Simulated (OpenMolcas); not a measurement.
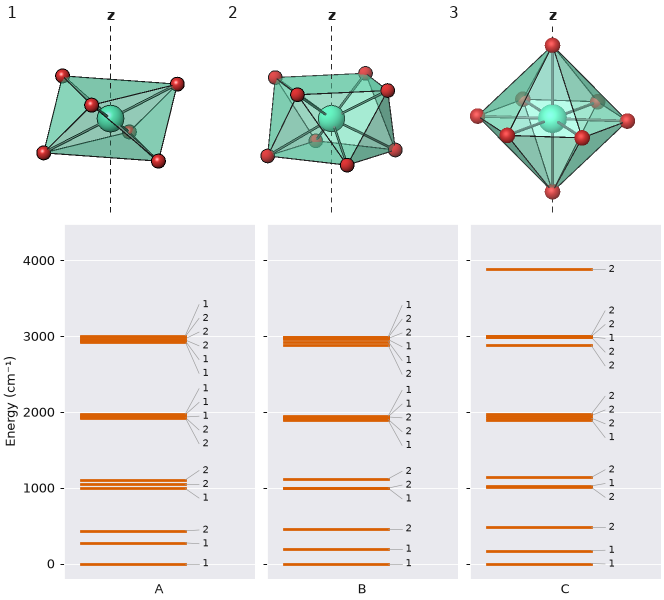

Eu³⁺ (4f⁶) among point charges in three arrangements (top) and its lowest levels in each (bottom, numbers are degeneracies). Computed with OpenMolcas: state-averaged CASSCF, active space 6 electrons in the shell 4f, basis ANO-RCC-VDZP, DKH2 scalar Hamiltonian, spin-orbit coupling by RASSI with atomic mean-field integrals.

(1) 6 point charges of −0.75 e at 2.74 Å, arranged as: trigonal antiprism (D3d), axial distortion 1.2
(2) 8 point charges of −1 e at 2.75 Å, arranged as: square antiprism (D4d), axial distortion 1.08
(3) 8 point charges of −0.5 e at 2.62 Å, arranged as: hexagonal bipyramid (D6h), axial distortion 1.01

Match the level schemes to the arrangements.

Answer. A is (3). The ground level is non-degenerate, 95 % from states of spin multiplicity 7, effective J = 0.09, with |mJ| = 0 the largest share (100 %). The next level lies at 273 cm⁻¹. B is (1). The ground level is A₁, non-degenerate, 96 % from states of spin multiplicity 7. The next level lies at 191 cm⁻¹ (A₂). C is (2). The ground level is non-degenerate, 96 % from states of spin multiplicity 7. The next level lies at 171 cm⁻¹.

Known limits: high states of lower spin left out of the spin-orbit mixing; point charges have no covalency; spin-free states above about 45,000 cm⁻¹ are left out of the spin-orbit step.
